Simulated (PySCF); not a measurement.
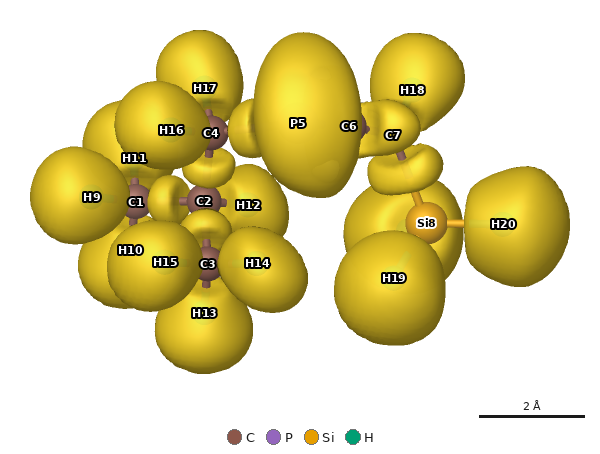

Figure. C₆H₁₃PSi (SMILES CC(C)CP=C=C[SiH3]). Isosurface of the ELF at 0.75 (yellow), seen at a tilt. Only the valence region is drawn (cores and ρ < 0.01 e/Å³ removed).

Geometry: GFN2-xTB.

Theory: PBE0/pcSseg-1, SCF density, gas phase, non-relativistic (PySCF 2.14.0).

```xyz
21

C    -2.2518    1.1885   -0.3751
C    -1.1462    0.1591   -0.1489
C    -1.2844   -0.9999   -1.1308
C    -1.1933   -0.3469    1.2920
P     0.2283   -1.5060    1.7329
C     1.4780   -0.4780    1.4625
C     2.5173    0.2313    1.1513
Si    3.2722    0.2896   -0.5830
H    -3.2283    0.7423   -0.1960
H    -2.2249    1.5546   -1.3989
H    -2.1328    2.0367    0.2957
H    -0.1761    0.6436   -0.3152
H    -1.2150   -0.6446   -2.1565
H    -0.4941   -1.7317   -0.9660
H    -2.2448   -1.4956   -1.0006
H    -2.1200   -0.9026    1.4625
H    -1.1734    0.4910    1.9936
H     2.9885    0.8648    1.8952
H     2.4855   -0.5438   -1.4893
H     4.6562   -0.1820   -0.5011
H     3.2503    1.6880   -1.0247
```

Identify the bonds, lone pairs and shells in this picture.

The surface consists of four regions between bonded C–C atoms (shared pairs), one region between bonded C–P atoms (shared pairs), one region between bonded C–Si atoms (shared pairs), 13 regions around hydrogen nuclei and one region on P in which the atom's valence shell and bonds are merged.

Values along the shortest contacts:
C–C (1.30 Å): the ELF peaks at about 0.90 between the atoms: a short, multiple covalent bond. C–P (1.64 Å): the ELF peaks at about 0.90 between the atoms: localised, covalent bonding.
